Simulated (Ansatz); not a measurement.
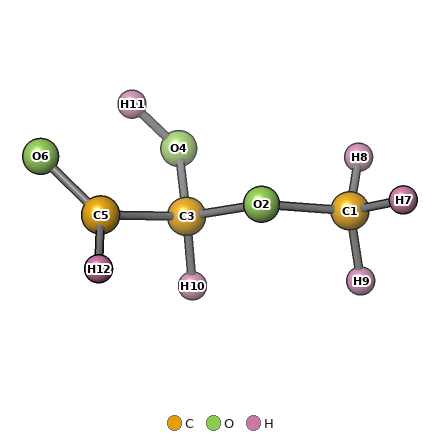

The system is C3H6O3, SMILES COC(O)C=O; the picture shows the reference structure. First axis: angle C1–O2–C3. Second axis: change of the bonds O2–C1, O2–C3, all alike. Nothing is relaxed (all other coordinates rigid). Grid: 11 × 11 points. Points are written as (first, second). Energies: kJ/mol, counted from the lowest grid point. Method: RKS PBE0-D4/def2-SVP in Ansatz.

Its coordinates:

```yaml
atoms:
  - { symbol: C, position_ang: [-0.8506, -1.0472, -1.2259] }
  - { symbol: O, position_ang: [-0.3611, 0.1795, -0.7510] }
  - { symbol: C, position_ang: [0.4433, 0.0645, 0.3801] }
  - { symbol: O, position_ang: [-0.1988, -0.4090, 1.4972] }
  - { symbol: C, position_ang: [0.9405, 1.4858, 0.6185] }
  - { symbol: O, position_ang: [0.6872, 2.0631, 1.6407] }
  - { symbol: H, position_ang: [-1.4696, -0.8364, -2.1079] }
  - { symbol: H, position_ang: [-1.4641, -1.5577, -0.4652] }
  - { symbol: H, position_ang: [-0.0244, -1.7222, -1.5222] }
  - { symbol: H, position_ang: [1.3031, -0.6076, 0.1610] }
  - { symbol: H, position_ang: [-0.4331, 0.3719, 2.0265] }
  - { symbol: H, position_ang: [1.5045, 1.9602, -0.2179] }
```

Range: angle C1–O2–C3 from 68.8 to 158.8°; change of the bonds O2–C1, O2–C3, all alike from −0.154 to 0.238 Å.

Predict the map.

The lowest grid point is at (113.8°, 0.003 Å). It is the only kind of minimum in the scanned range. The highest grid point, (68.8°, −0.154 Å), lies 1220 kJ/mol above the lowest. Round the minimum the valley is somewhat tilted: raising angle C1–O2–C3 shifts the best value of the second coordinate downwards (coupling k₁₂/√(k₁₁k₂₂) about 0.2).

```tsv
second ↓, first →	68.8	77.8	86.8	95.8	104.8	113.8	122.8	131.8	140.8	149.8	158.8
0.238	426	244	165	132	124	130	145	168	195	224	252
0.199	439	234	143	104	93	97	112	134	161	190	218
0.159	461	230	125	80	64	67	81	103	129	158	184
0.120	494	234	114	60	41	41	54	75	101	129	155
0.081	538	248	110	47	23	20	31	52	77	105	130
0.042	597	273	115	42	11	6	15	34	59	86	111
0.003	672	311	132	46	9	0	7	25	49	75	100
−0.036	768	367	163	63	19	5	10	26	49	74	98
−0.075	887	443	212	96	43	24	26	40	62	86	109
−0.115	1039	547	285	151	87	61	59	71	91	115	137
−0.154	1220	679	384	229	153	120	114	123	141	163	185
```

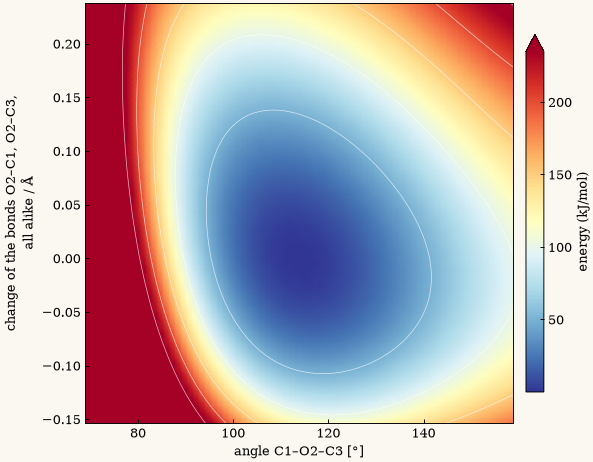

Drawn: a smooth colour map with a few white contour lines, one colour for all values above the top of the scale. Between grid points the surface is interpolated.

Each point was launched as `ansatz run input.yaml --threads 1 --pin off --max-ram 2560MiB --backend cpu --events-out ev --progress --plain --runs-dir out`. The whole map (121 points run) took 13 min on 1 thread of Arm Neoverse V1, with other jobs on the host.
